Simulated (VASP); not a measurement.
# NiO: what each functional gives, and what it costs, part 5 of 6

Wanted: bands and gap of NiO from one functional after another. The start is a cell from a database of measured crystal structures.

VASP 6.6.1, plane waves and PAW; the level of theory is named at each step.

Still holding for the runs below: The magnetic order is the lowest of the few collinear ones that converged above; longer or canted patterns were not tried. The cell is doubled for it, so bands and modes from the zone boundary of the chemical cell fold onto Γ and the labels are those of the larger cell.

So far, least gap on mesh and path (eV): step 6 (bands, level LDA) 0.458; step 7 (bands, level PBEsol) 0.797.

## Step 8: Bands with PBE

This step: PBE, spin-polarised from an antiferromagnetic start; plane waves and PAW (Ni, O) (VASP 6.6.1).

Contents of INCAR:

```
SYSTEM = NiO
PREC = Accurate
ENCUT = 520
EDIFF = 1E-06
NELM = 100
ISMEAR = 0
SIGMA = 0.02
LREAL = .FALSE.
ALGO = Normal
GGA = PE
NBANDS = 32
ISPIN = 2
MAGMOM = 1.64 -1.64 0 0
LASPH = .TRUE.
LMAXMIX = 4
LORBIT = 11
LWAVE = .FALSE.
LCHARG = .FALSE.
KPAR = 8
```

Contents of POSCAR:

```
NiO
1.0
    0.0000000000      2.0859016414      2.0859016414
    2.0859016414      0.0000000000      2.0859016414
    4.1718032828      4.1718032828      0.0000000000
Ni O
2 2
Direct
    0.0000000000      0.0000000000      0.0000000000
    0.0000000000      0.0000000000      0.5000000000
    0.5000000000      0.5000000000      0.2500000000
    0.5000000000      0.5000000000      0.7500000000
```

Contents of KPOINTS:

```
Automatic mesh
0
Gamma
6 6 6
0 0 0
```

Contents of KPOINTS_OPT:

```
Line mode
16
Line-mode
Reciprocal
  0.00000000   0.00000000   0.00000000 GAMMA
  0.00000000   0.50000000   0.50000000 L

  0.00000000   0.50000000   0.50000000 L
 -0.37500000   0.31250000   0.12500000 B1

 -0.31250000   0.31250000   0.50000000 B
  0.00000000   0.00000000   0.50000000 Z

  0.00000000   0.00000000   0.50000000 Z
  0.00000000   0.00000000   0.00000000 GAMMA

  0.00000000   0.00000000   0.00000000 GAMMA
 -0.34375000   0.34375000   0.00000000 X

 -0.34375000   0.31250000   0.31250000 Q
 -0.50000000   0.00000000   0.00000000 F

 -0.50000000   0.00000000   0.00000000 F
 -0.46875000   0.00000000   0.18750000 P1

 -0.46875000   0.00000000   0.18750000 P1
  0.00000000   0.00000000   0.50000000 Z

  0.00000000   0.50000000   0.50000000 L
  0.00000000   0.46875000   0.81250000 P
```

Potentials, in the order of the species: Ni and O (PBE family, release 64).

Started as:

```bash
$ mpirun -np 8 vasp_std
```

Output:

```text
[... set-up lines as in an earlier step ...]
 entering main loop
       N       E                     dE             d eps       ncg     rms          rms(c)
DAV:   1     0.249511659993E+03    0.24951E+03   -0.13826E+04  4376   0.132E+03
DAV:   2    -0.406992600086E+01   -0.25358E+03   -0.22471E+03  4216   0.313E+02
DAV:   3    -0.272763830285E+02   -0.23206E+02   -0.21480E+02  4720   0.981E+01
DAV:   4    -0.276886728216E+02   -0.41229E+00   -0.41084E+00  4792   0.132E+01
[...]
DAV:  13    -0.234824913235E+02   -0.37668E-05   -0.48266E-05  6160   0.599E-02    0.264E-02
DAV:  14    -0.234824976863E+02   -0.63629E-05   -0.11300E-05  4760   0.414E-02    0.115E-02
DAV:  15    -0.234824975967E+02    0.89605E-07   -0.15667E-06  4312   0.196E-02
   1 F= -.23482498E+02 E0= -.23482498E+02  d E =-.777223E-13  mag=     0.0000
 Start KPOINTS_OPT (optional k-point list driver)
k-point batch [1-32\144]
       N       E                     dE             ncg
DAV:   1     0.112504145976E+05   -0.21922E+05     4416
DAV:   2     0.353601105242E+04   -0.77144E+04     4296
DAV:   3     0.282835354139E+04   -0.70766E+03     4600
DAV:   4     0.281587556897E+04   -0.12478E+02     4952
DAV:   5     0.281556270028E+04   -0.31287E+00     5264
DAV:   6     0.281554769540E+04   -0.15005E-01     5848
DAV:   7     0.281554750245E+04   -0.19295E-03     5248
DAV:   8     0.281554749954E+04   -0.29117E-05     3432
DAV:   9     0.281554749939E+04   -0.14338E-06     3288
[...]
k-point batch [129-144\144]
       N       E                     dE             ncg
DAV:   1     0.187351418822E+05   -0.15702E+05     2168
DAV:   2     0.147871227098E+05   -0.39480E+04     2128
DAV:   3     0.144098227221E+05   -0.37730E+03     2272
DAV:   4     0.144028284438E+05   -0.69943E+01     2536
DAV:   5     0.144026518200E+05   -0.17662E+00     2624
DAV:   6     0.144026447682E+05   -0.70519E-02     2944
DAV:   7     0.144026446900E+05   -0.78148E-04     2664
DAV:   8     0.144026446888E+05   -0.11984E-05     1768
DAV:   9     0.144026446888E+05   -0.51044E-07     1664
```

Run time: 35 s. Hardware: 8 MPI ranks of Intel Xeon Platinum 8259CL at 2.50GHz (Skylake/Cascade Lake), shared host; peak memory 2.2 GiB; 4.5 min of CPU time.

Parts of OUTCAR (step 8):

```text
  Total        0.6031324      0.6031324      0.6031324     -0.0635597      0.0635597      0.0635597
  in kB       26.6183906     26.6183906     26.6183906     -2.8051163      2.8051163      2.8051163
  external PRESSURE =      26.6183906 kB  Pullay stress =       0.0000000 kB

 POSITION                                       TOTAL-FORCE (eV/Angst)
 -----------------------------------------------------------------------------------
      0.00000      0.00000      0.00000        -0.000000     -0.000000     -0.000000
      2.08590      2.08590      0.00000         0.000000      0.000000      0.000000
      2.08590      2.08590      2.08590         0.000000      0.000000     -0.000000
      4.17180      4.17180      2.08590        -0.000000     -0.000000     -0.000000
 -----------------------------------------------------------------------------------
    total drift:                                0.000000     -0.000000     -0.000000

  FREE ENERGIE OF THE ION-ELECTRON SYSTEM (eV)
  ---------------------------------------------------
  free  energy   TOTEN  =       -23.4824975967 eV

  energy  without entropy=      -23.4824975967  energy(sigma->0) =      -23.48249760

 magnetization (x)
# of ion       s       p       d       tot
------------------------------------------
    1       -0.010  -0.013   1.362   1.338
    2        0.010   0.013  -1.362  -1.338
    3        0.000   0.000   0.000   0.000
    4        0.000   0.000   0.000   0.000
--------------------------------------------------
tot          0.000  -0.000   0.000  -0.000

[... 2 parts as in an earlier step ...]

[... 1 further part left out ...]
[key lines of the parts left out:]
E-fermi :   7.5086
```

Both spin channels agree. Electronic bands along the path, in eV, zero at the valence-band top; v1 is the highest filled band, c1 the lowest empty one:

| point | v4 | v3 | v2 | v1 | c1 | c2 | c3 | c4 |
| --- | --- | --- | --- | --- | --- | --- | --- | --- |
| Γ | -1.53 | -0.60 | -0.60 | -0.32 | 2.06 | 2.06 | 2.24 | 6.21 |
| L | -0.49 | -0.31 | -0.28 | -0.12 | 1.51 | 1.53 | 8.13 | 8.28 |
| B1 | -0.55 | -0.42 | -0.25 | -0.16 | 1.55 | 1.63 | 9.10 | 9.24 |
| jump to B | -0.55 | -0.42 | -0.25 | -0.16 | 1.55 | 1.63 | 9.10 | 9.24 |
| Z | -0.81 | -0.66 | -0.08 | -0.08 | 1.52 | 1.52 | 4.90 | 5.03 |
| Γ | -1.53 | -0.60 | -0.60 | -0.32 | 2.06 | 2.06 | 2.24 | 6.21 |
| X | -0.57 | -0.45 | -0.26 | -0.17 | 1.57 | 1.63 | 9.23 | 9.41 |
| jump to Q | -0.57 | -0.45 | -0.26 | -0.17 | 1.57 | 1.63 | 9.23 | 9.41 |
| F | -0.80 | -0.42 | -0.26 | -0.14 | 2.11 | 2.19 | 6.21 | 6.91 |
| P1 | -0.80 | -0.43 | -0.27 | -0.13 | 1.92 | 2.03 | 6.77 | 7.13 |
| Z | -0.81 | -0.66 | -0.08 | -0.08 | 1.52 | 1.52 | 4.90 | 5.03 |
| jump to L | -0.49 | -0.31 | -0.28 | -0.12 | 1.51 | 1.53 | 8.13 | 8.28 |
| P | -0.80 | -0.43 | -0.27 | -0.13 | 1.92 | 2.03 | 6.77 | 7.13 |

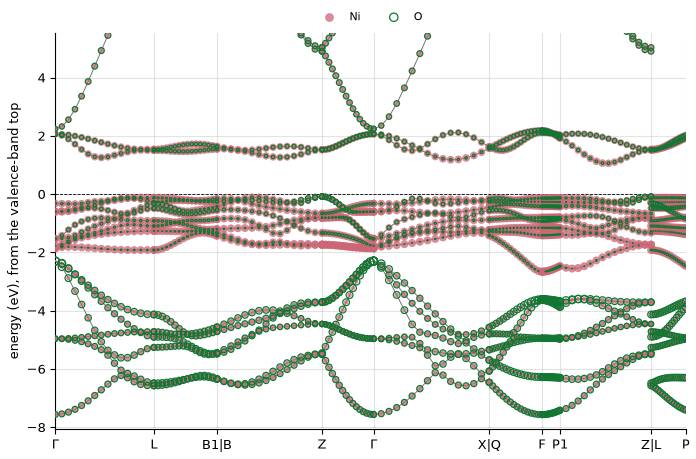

Electronic bands along the path; dots are coloured as in the legend, and their area grows with the weight.

The gap is 1.00 eV, indirect. Against LDA that is +0.54 eV; the cost is about the same.

## Step 9: Bands with r2SCAN

This step: r2SCAN, spin-polarised from an antiferromagnetic start; plane waves and PAW (Ni, O) (VASP 6.6.1).

r2SCAN adds the kinetic-energy density, costs more than a GGA and is run with LASPH.

INCAR: that of step 8 with these lines changed.

```diff
@@ -9,3 +9,4 @@
 ALGO = Normal
-GGA = PE
+METAGGA = R2SCAN
+LASPH = .TRUE.
 NBANDS = 32
@@ -13,3 +14,2 @@
 MAGMOM = 1.64 -1.64 0 0
-LASPH = .TRUE.
 LMAXMIX = 4
```

POSCAR is that of step 8.

KPOINTS is that of step 8.

KPOINTS_OPT is that of step 8.

Started as:

```bash
$ mpirun -np 8 vasp_std
```

Output:

```text
[banner, memory and clock lines left out]
running    8 mpi-ranks, on    1 nodes
[...]
[... a notice as in an earlier step ...]

 [... a notice as in an earlier step ...]

 LDA part: xc-table for (None), standard interpolation
 POSCAR, INCAR and KPOINTS ok, starting setup
[...]
entering main loop
       N       E                     dE             d eps       ncg     rms          rms(c)
DAV:   1     0.233911865484E+03    0.23391E+03   -0.14153E+04  4376   0.135E+03
DAV:   2    -0.255673746491E+02   -0.25948E+03   -0.22978E+03  4208   0.321E+02
DAV:   3    -0.498494755311E+02   -0.24282E+02   -0.22604E+02  4752   0.102E+02
DAV:   4    -0.502960974436E+02   -0.44662E+00   -0.44490E+00  4784   0.139E+01
[...]
DAV:  14    -0.405619550740E+02   -0.45575E-05   -0.92003E-06  5024   0.285E-02    0.731E-03
DAV:  15    -0.405619573282E+02   -0.22542E-05   -0.62141E-07  3760   0.105E-02    0.255E-03
DAV:  16    -0.405619570883E+02    0.23992E-06   -0.41674E-07  2672   0.537E-03
   1 F= -.40561957E+02 E0= -.40561957E+02  d E =-.202874E-23  mag=    -0.0000
 Start KPOINTS_OPT (optional k-point list driver)
k-point batch [1-32\144]
       N       E                     dE             ncg
DAV:   1     0.109828491598E+05   -0.22189E+05     4400
DAV:   2     0.294510162341E+04   -0.80377E+04     4224
DAV:   3     0.219544221302E+04   -0.74966E+03     4608
DAV:   4     0.218188395132E+04   -0.13558E+02     5008
DAV:   5     0.218150571868E+04   -0.37823E+00     5504
DAV:   6     0.218149153665E+04   -0.14182E-01     5672
DAV:   7     0.218149143607E+04   -0.10058E-03     5520
DAV:   8     0.218149143551E+04   -0.55894E-06     3512
[...]
k-point batch [129-144\144]
       N       E                     dE             ncg
DAV:   1     0.186065045581E+05   -0.15831E+05     2160
DAV:   2     0.144895824544E+05   -0.41169E+04     2144
DAV:   3     0.140910878526E+05   -0.39849E+03     2296
DAV:   4     0.140836781924E+05   -0.74097E+01     2552
DAV:   5     0.140834676656E+05   -0.21053E+00     2712
DAV:   6     0.140834594014E+05   -0.82642E-02     2912
DAV:   7     0.140834593103E+05   -0.91137E-04     2728
DAV:   8     0.140834593099E+05   -0.39507E-06     1816
```

It took 95 s on 8 MPI ranks; peak memory 2.2 GiB; 13 min of CPU time.

Parts of OUTCAR (step 9):

```text
  Total       -0.2986972     -0.2986972     -0.2986972     -0.0479013      0.0479013      0.0479013
  in kB      -13.1825752    -13.1825752    -13.1825752     -2.1140549      2.1140549      2.1140549
  external PRESSURE =     -13.1825752 kB  Pullay stress =       0.0000000 kB

 POSITION                                       TOTAL-FORCE (eV/Angst)
 -----------------------------------------------------------------------------------
      0.00000      0.00000      0.00000        -0.000000     -0.000000     -0.000000
      2.08590      2.08590      0.00000        -0.000000     -0.000000     -0.000000
      2.08590      2.08590      2.08590         0.000000      0.000000     -0.000000
      4.17180      4.17180      2.08590        -0.000000     -0.000000      0.000000
 -----------------------------------------------------------------------------------
    total drift:                                0.000000     -0.000000     -0.000000

  FREE ENERGIE OF THE ION-ELECTRON SYSTEM (eV)
  ---------------------------------------------------
  free  energy   TOTEN  =       -40.5619570883 eV

  energy  without entropy=      -40.5619570883  energy(sigma->0) =      -40.56195709

 magnetization (x)
# of ion       s       p       d       tot
------------------------------------------
    1       -0.007  -0.012   1.578   1.559
    2        0.007   0.012  -1.578  -1.559
    3        0.000   0.000   0.000   0.000
    4        0.000   0.000   0.000   0.000
--------------------------------------------------
tot          0.000   0.000   0.000   0.000

[... 2 parts as in an earlier step ...]

[... 1 further part left out ...]
[key lines of the parts left out:]
E-fermi :   6.9815
```

Both spin channels agree. Electronic bands along the path, in eV, zero at the valence-band top; v1 is the highest filled band, c1 the lowest empty one:

```
    point     v4     v3     v2     v1    c1    c2     c3     c4
        Γ  -1.55  -0.56  -0.56  -0.42  3.18  3.21   3.21   7.22
        L  -0.68  -0.42  -0.39  -0.25  2.90  2.96   9.19   9.40
       B1  -0.70  -0.55  -0.35  -0.28  2.95  3.03  10.12  10.35
jump to B  -0.70  -0.55  -0.35  -0.28  2.95  3.03  10.12  10.35
        Z  -0.87  -0.70  -0.05  -0.05  2.87  2.87   5.86   6.11
        Γ  -1.55  -0.56  -0.56  -0.42  3.18  3.21   3.21   7.22
        X  -0.72  -0.58  -0.36  -0.27  2.96  3.03  10.26  10.51
jump to Q  -0.72  -0.58  -0.36  -0.27  2.96  3.03  10.26  10.51
        F  -0.95  -0.37  -0.32  -0.23  3.33  3.47   7.22   7.88
       P1  -0.85  -0.43  -0.35  -0.22  3.24  3.26   7.80   8.12
        Z  -0.87  -0.70  -0.05  -0.05  2.87  2.87   5.86   6.11
jump to L  -0.68  -0.42  -0.39  -0.25  2.90  2.96   9.19   9.40
        P  -0.85  -0.43  -0.35  -0.22  3.24  3.26   7.80   8.12
```

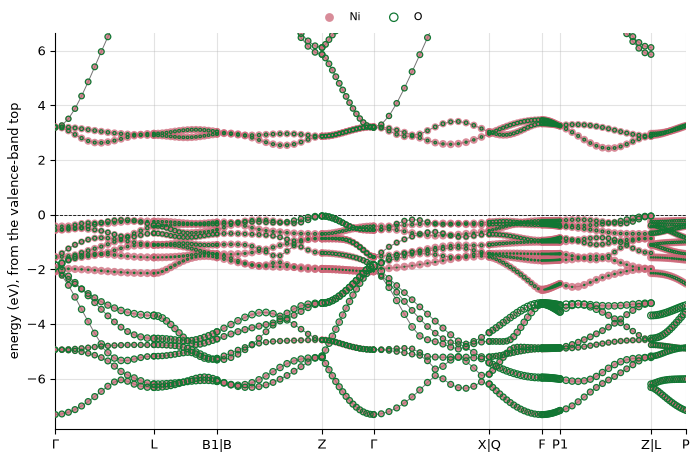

Electronic bands along the path; dots are coloured as in the legend, and their area grows with the weight.

The gap is 2.36 eV, indirect. Against LDA that is +1.90 eV; this run took 3.2 times the core time.

## Step 10: Bands with TB-mBJ

This step: TB-mBJ, spin-polarised from an antiferromagnetic start; plane waves and PAW (Ni, O) (VASP 6.6.1).

TB-mBJ is a local potential fitted to gaps: it costs far less than a hybrid but gives no energy.

INCAR: that of step 9 with these lines changed.

```diff
@@ -4,3 +4,3 @@
 EDIFF = 1E-06
-NELM = 100
+NELM = 150
 ISMEAR = 0
@@ -9,3 +9,3 @@
 ALGO = Normal
-METAGGA = R2SCAN
+METAGGA = MBJ
 LASPH = .TRUE.
```

POSCAR is that of step 9.

KPOINTS is that of step 9.

KPOINTS_OPT is that of step 9.

Started as:

```bash
$ mpirun -np 8 vasp_std
```

Output:

```text
[... set-up lines as in an earlier step ...]
 entering main loop
       N       E                     dE             d eps       ncg     rms          rms(c)
DAV:   1     0.445180561798E+03    0.44518E+03   -0.13434E+04  4360   0.128E+03
DAV:   2     0.193996316652E+03   -0.25118E+03   -0.22254E+03  4240   0.305E+02
DAV:   3     0.170421670086E+03   -0.23575E+02   -0.21861E+02  4736   0.981E+01
DAV:   4     0.169962561423E+03   -0.45911E+00   -0.45674E+00  4856   0.137E+01
[...]
DAV:  41     0.188801837191E+03   -0.18456E-04   -0.23946E-10  2144   0.275E-04    0.265E-04
DAV:  42     0.188801817978E+03   -0.19213E-04   -0.69993E-10  2144   0.210E-04    0.198E-04
DAV:  43     0.188801817292E+03   -0.68643E-06   -0.18155E-10  2144   0.115E-04
   1 F= 0.18880182E+03 E0= 0.18880182E+03  d E =-.712862E-64  mag=     0.0000
 Start KPOINTS_OPT (optional k-point list driver)
k-point batch [1-32\144]
       N       E                     dE             ncg
DAV:   1     0.127575284467E+05   -0.20415E+05     4320
DAV:   2     0.463547056702E+04   -0.81221E+04     4168
DAV:   3     0.389811574780E+04   -0.73735E+03     4792
DAV:   4     0.388483120346E+04   -0.13285E+02     5016
DAV:   5     0.388447459425E+04   -0.35661E+00     5072
DAV:   6     0.388446507347E+04   -0.95208E-02     5136
DAV:   7     0.388446485914E+04   -0.21434E-03     5424
DAV:   8     0.388446485367E+04   -0.54660E-05     4544
DAV:   9     0.388446485339E+04   -0.27645E-06     3896
[...]
k-point batch [129-144\144]
       N       E                     dE             ncg
DAV:   1     0.194794465432E+05   -0.14958E+05     2136
DAV:   2     0.153270035664E+05   -0.41524E+04     2056
DAV:   3     0.149424665816E+05   -0.38454E+03     2344
DAV:   4     0.149355471259E+05   -0.69195E+01     2584
DAV:   5     0.149353525564E+05   -0.19457E+00     2528
DAV:   6     0.149353488958E+05   -0.36606E-02     2688
DAV:   7     0.149353487770E+05   -0.11881E-03     2720
DAV:   8     0.149353487724E+05   -0.45483E-05     2600
DAV:   9     0.149353487722E+05   -0.20011E-06     2168
```

The job ended after 74 s (8 MPI ranks; peak memory 2.4 GiB).

OUTCAR, selected parts (step 10):

```text
  Total     -163.8155559   -163.8155559   -163.8155559     -0.0266764      0.0266764      0.0266764
  in kB    -7229.7662061  -7229.7662061  -7229.7662061     -1.1773256      1.1773256      1.1773256
  external PRESSURE =   -7229.7662061 kB  Pullay stress =       0.0000000 kB

 POSITION                                       TOTAL-FORCE (eV/Angst)
 -----------------------------------------------------------------------------------
      0.00000      0.00000      0.00000        -0.000000     -0.000000      0.000000
      2.08590      2.08590      0.00000        -0.000000     -0.000000     -0.000000
      2.08590      2.08590      2.08590         0.000000      0.000000      0.000000
      4.17180      4.17180      2.08590        -0.000000     -0.000000     -0.000000
 -----------------------------------------------------------------------------------
    total drift:                                0.000000     -0.000000     -0.000000

  FREE ENERGIE OF THE ION-ELECTRON SYSTEM (eV)
  ---------------------------------------------------
  free  energy   TOTEN  =       188.8018172919 eV

  energy  without entropy=      188.8018172919  energy(sigma->0) =      188.80181729

 magnetization (x)
# of ion       s       p       d       tot
------------------------------------------
    1       -0.006  -0.013   1.749   1.729
    2        0.006   0.013  -1.749  -1.729
    3        0.000   0.000   0.000   0.000
    4        0.000   0.000   0.000   0.000
--------------------------------------------------
tot          0.000   0.000   0.000   0.000

[... 2 parts as in an earlier step ...]

[... 1 further part left out ...]
[key lines of the parts left out:]
E-fermi :   8.5124
```

This functional is a potential without an energy, so its energies, forces and stress mean nothing and are not read.

Both spin channels agree. The electronic bands at the labelled points (eV, zero at the valence-band top; v1 is the highest filled band, c1 the lowest empty one):

```
    point     v4     v3     v2     v1    c1    c2     c3     c4
        Γ  -1.37  -0.46  -0.35  -0.35  4.42  5.10   5.10   8.43
        L  -0.59  -0.56  -0.41  -0.31  5.06  5.13  10.41  10.66
       B1  -0.65  -0.62  -0.38  -0.38  5.12  5.18  11.44  11.50
jump to B  -0.65  -0.62  -0.38  -0.38  5.12  5.18  11.45  11.50
        Z  -0.88  -0.73   0.00   0.00  4.90  4.90   7.01   7.18
        Γ  -1.37  -0.46  -0.35  -0.35  4.42  5.10   5.10   8.43
        X  -0.66  -0.64  -0.43  -0.36  5.13  5.17  11.59  11.63
jump to Q  -0.66  -0.64  -0.43  -0.36  5.13  5.17  11.59  11.63
        F  -0.82  -0.41  -0.23  -0.12  5.29  5.46   8.44   9.42
       P1  -0.75  -0.43  -0.29  -0.20  5.25  5.29   8.97   9.61
        Z  -0.88  -0.73   0.00   0.00  4.90  4.90   7.01   7.18
jump to L  -0.59  -0.56  -0.41  -0.31  5.06  5.13  10.41  10.66
        P  -0.75  -0.43  -0.29  -0.20  5.25  5.29   8.97   9.61
```

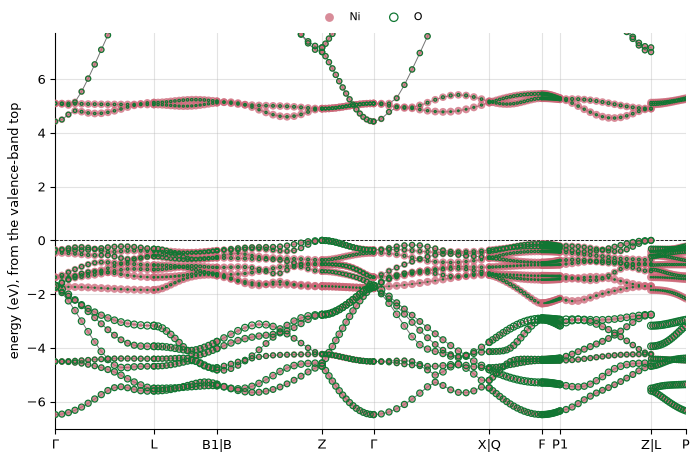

Electronic bands along the path; dots are coloured as in the legend, and their area grows with the weight.

The gap is 4.42 eV, indirect, from Z to Γ. Against LDA that is +3.97 eV; this run took 2.5 times the core time.

[end of part 5 of 6]

[Lines on the potential files, build, host, timing and source positions are cut from VASP's logs without a mark.]

[Logs are printed without paths, hosts, clocks, repeated set-up lines and the standing remarks that a program may print on its own settings, such as how far it seeks lower states.]

[Hosts, paths, dates, database ids (printed as entryN), source tags and the programs' standing remarks are cut or masked in the printed files.]

[A measured line is paired with the nearest computed mode of its activity, which favours agreement.]
